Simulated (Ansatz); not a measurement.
Input

```
crystal:
  periodic: [false, false, false]
  atoms:
    - { symbol: O, position_ang: [-1.9954, -0.1816, 1.3499] }
    - { symbol: Si, position_ang: [-0.8346, -0.0631, 0.126] }
    - { symbol: As, position_ang: [-1.5405, -0.9055, -1.9391] }
    - { symbol: C, position_ang: [0.8761, -0.7098, 0.7029] }
    - { symbol: Si, position_ang: [1.4796, 0.9985, 0.542] }
    - { symbol: "N", position_ang: [-0.1281, 1.6012, -0.0046] }
    - { symbol: H, position_ang: [-2.7645, 0.404, 0.979] }
    - { symbol: H, position_ang: [-1.3135, -2.3636, -1.4332] }
    - { symbol: H, position_ang: [-0.0436, -0.8459, -2.4409] }
    - { symbol: H, position_ang: [1.264, -1.4217, 0.0051] }
    - { symbol: H, position_ang: [0.7613, -1.0808, 1.7762] }
    - { symbol: H, position_ang: [1.8397, 1.588, 1.8858] }
    - { symbol: H, position_ang: [2.4424, 1.1479, -0.5151] }
    - { symbol: H, position_ang: [-0.0559, 1.803, -1.0051] }
basis:
  gaussian: { orbitals: def2-SVP }
hamiltonian:
  xc: hf
relax:
  f_tol: 0.015
  max_steps: 40
output:
  orbitals: {}
```

Run with:

```sh
ansatz run input.yaml --threads 2 --pin off --max-ram 3072MiB --backend cpu --events-out ev --progress --plain --runs-dir out
```

The fields are those of the run's last geometry, not of the input's.

These are results of RHF/def2-SVP in Ansatz, not measurements.

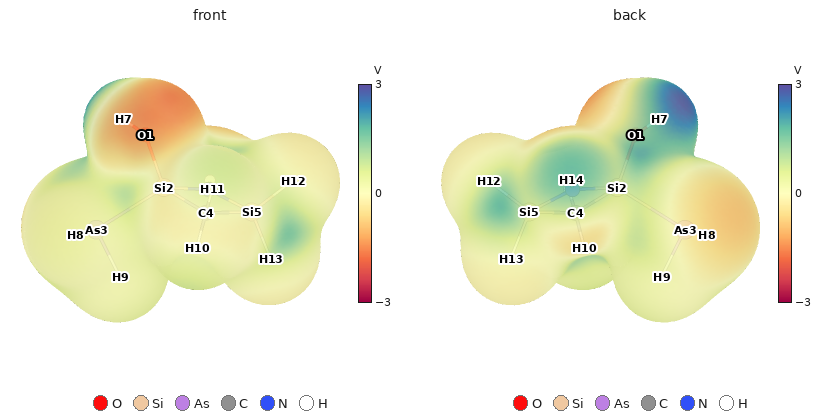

CH$_{8}$AsNOSi$_{2}$ (SMILES O[Si]1([AsH2])C[SiH2]N1). The electrostatic potential painted on the density surface at 0.002 e/bohr³, seen from the front and from behind; the colour scale runs from red (negative) to blue (positive).

Describe the electrostatic potential map.

Answer. The most negative region (about −1.6 V, or −37 kcal/mol for a unit charge) lies over O1, the most positive (about +2.7 V, or +62 kcal/mol for a unit charge) over H7. O1 is the likeliest acceptor of a hydrogen bond.
